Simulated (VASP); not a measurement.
Band structure of TiN (rock salt). Level of theory: revTPSS meta-GGA, VASP's PBE PAW potentials (set 64) (plane waves; VASP).

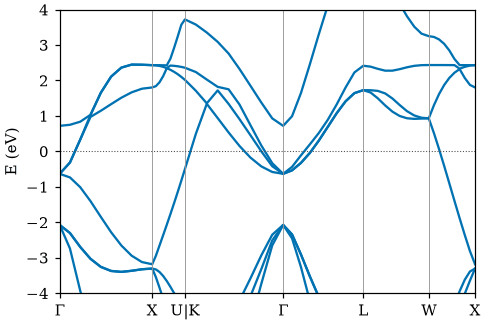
Figure: Bands along high-symmetry lines, zero at the valence-band maximum or, without a gap, the Fermi level

Q: Read the plot: is there a gap, and where are the band edges?

A: It has no gap at this level: it comes out as a metal or semimetal.

The compound is TiN in the rock salt structure. The cell was not relaxed at this level. The electron count is odd and the run is not spin-polarised, which forces a metal.
